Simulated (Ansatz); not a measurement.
The relaxed structure here is a generated cell of V: the first start was made by placing the elements on the sites of a structure type, and the end was not matched to a known phase here, so it may be hypothetical. Known forms of V include space group No. 229.

A relaxed structure of V. Space group R-3m (No. 166). These are r2SCAN (plane waves to 500 eV, PAW, scalar-relativistic; Ansatz, a first-principles code) values and carry that method's errors.

```xyz
1
Lattice="2.1862 1.2622 0.8029 -2.1862 1.2622 0.8029 0.0000 -2.5245 0.8029" Properties=species:S:1:pos:R:3 pbc="T T T"
V      0.0000     0.0000     1.2043
```

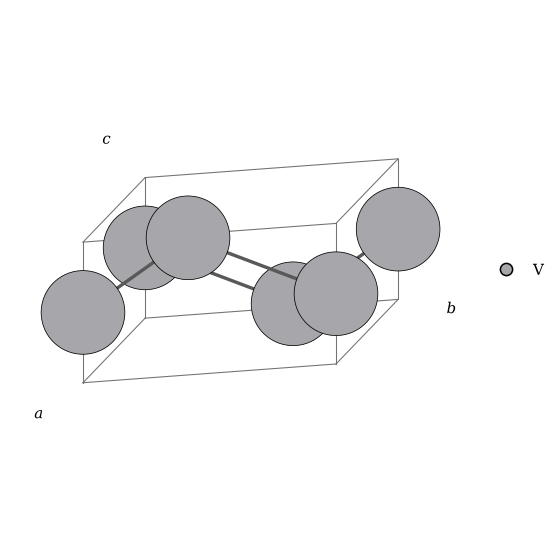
Figure: The conventional cell of the relaxed structure

For V, the volume per atom comes out as 13.29 Å³ and the band gap is no gap (metallic). The shortest distances is V–V 2.41 Å. The k-mesh is 23×23×23.

Band energies at high-symmetry points (eV from the Fermi level; labels of this space group; no spin-orbit coupling), from −5 eV up to 2.6 eV:

| point | energies |
|---|---|
| Γ | -0.45 0.67 0.67 |
| L | -3.38 -1.08 2.29 2.43 |
| T | -3.21 -3.21 |
| P0 | -1.51 -1.51 -0.53 |
| P2 | -1.51 -1.51 -0.53 |
| F | -3.46 -1.49 0.88 |

No spin polarisation in the result.

It was reached from a disturbed copy of a P6₃/mmc (No. 194) cell (AFLOW prototype A_hP4_194_ac (A3', as in La)), against which it lies -0.24 eV/atom.
